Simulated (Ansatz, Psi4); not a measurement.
Intermolecular potential of H6Si2 ··· H4OSi (SMILES [SiH3][SiH3] and O[SiH3]). Monomers: optimised at B3LYP-D3(BJ) (def2-TZVP), held rigid. Orientation: a higher rigid-body minimum at GFN2-xTB. The monomers approach along the line of their centres of mass (distance R); nothing else relaxes.

Geometry at R = 3.85 Å (first 8 atoms: monomer A):
```
14

Si    -1.1657     0.1209    -0.0207
Si     1.1657    -0.1210     0.0207
H     -1.7610    -0.8010    -1.0185
H     -1.5322     1.5119    -0.3828
H     -1.7389    -0.1886     1.3118
H      1.5324    -1.5112     0.3853
H      1.7611     0.8029     1.0166
H      1.7386     0.1861    -1.3125
Si     0.3893    -2.8378    -2.9961
O     -0.1124    -1.2751    -3.1886
H      1.8546    -2.9187    -2.7747
H      0.0579    -3.6685    -4.1806
H     -0.3260    -3.3477    -1.8102
H      0.2453    -0.7637    -3.9179
```

- SAPT0/jun-cc-pVDZ, frozen core (Psi4)
- PBE0/def2-TZVP, counterpoise-corrected (Psi4)
- PBE/def2-TZVP, counterpoise-corrected (Psi4)
- wB97X-D/def2-TZVP, counterpoise-corrected (Psi4)
- MP2/aug-cc-pVTZ = DF-MP2/aug-cc-pVTZ, frozen core, counterpoise-corrected (Psi4)
- CCSD(T)/aug-cc-pVDZ = CCSD(T) on RHF/aug-cc-pVDZ, frozen core, counterpoise-corrected (Ansatz, an electronic-structure program)

Cost and agreement with CCSD(T)/aug-cc-pVDZ over the 11 points of the scan, with CCSD(T)/aug-cc-pVDZ as yardstick. Costs are rough ratios of core time within Psi4 on shared cores, each with its mean field (Kohn-Sham runs search longer for lower solutions than correlated ones do); the miss is the largest difference from CCSD(T) of the interaction energy, in kcal/mol.

Question: Which is the cheapest of these levels that stays within 0.75 kcal/mol of CCSD(T)/aug-cc-pVDZ?

Answer: SAPT0/jun-cc-pVDZ.

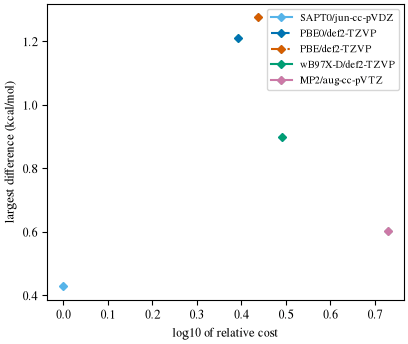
Figure: Miss against cost, one point a level.

| level | relative cost | largest difference |
|---|---|---|
| SAPT0/jun-cc-pVDZ | 1 | 0.43 |
| PBE0/def2-TZVP | 2 | 1.21 |
| PBE/def2-TZVP | 3 | 1.28 |
| wB97X-D/def2-TZVP | 3 | 0.90 |
| MP2/aug-cc-pVTZ | 5 | 0.60 |

Costs within a factor of two of each other count as equal.
